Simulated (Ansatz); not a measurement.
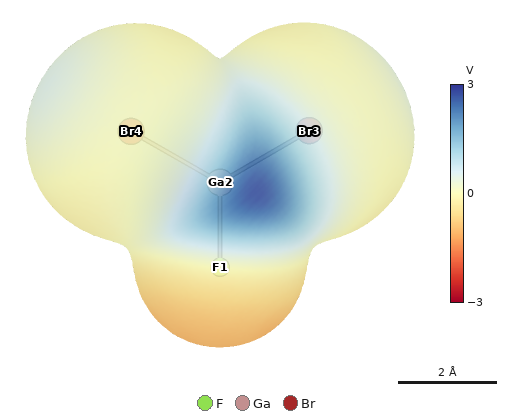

The picture shows: Br$_{2}$FGa. The electrostatic potential painted on the density surface at 0.001 e/bohr³, seen at a tilt; red is negative and blue positive.

Geometry: PBE0-D4/def2-TZVP.

Computed with Ansatz, RKS PBE0-D4/def2-TZVPP.

Question: Describe the electrostatic potential map.

Answer: The most negative region (about −1.0 V) lies over F1, the most positive (about +2.7 V) over Ga2. Br3 shows a σ-hole: about +0.5 V at the tip opposite its bond, against about 0.0 V on its flanks. Br4 shows a σ-hole: about +0.5 V at the tip opposite its bond, against about 0.0 V on its flanks.
